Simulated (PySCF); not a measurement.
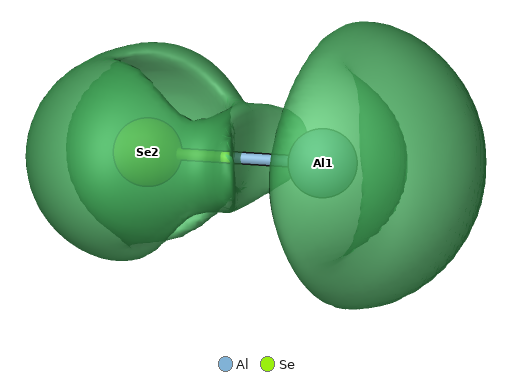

*AlSe (charge +1, triplet). Isosurface of the electron localisation function at 0.75 (green), seen from one side. Core shells and regions of very low density are left out.*

Level of theory: PySCF, PBE0/def2-SVPD, non-relativistic Hamiltonian with scalar-relativistic core potentials where named, at a bond length of 2.334 Å.

### What do the ELF domains correspond to?

The surface consists of one region on Se in which the atom's valence shell and bonds are merged and one lobe on Al, pointing away from the bonds (non-bonding electrons).

Values along the shortest contacts:
Al–Se (2.33 Å): the ELF peaks at about 0.80 in the valence shell of Se, 1.2 Å from its nucleus, and is about 0.80 at the midpoint.
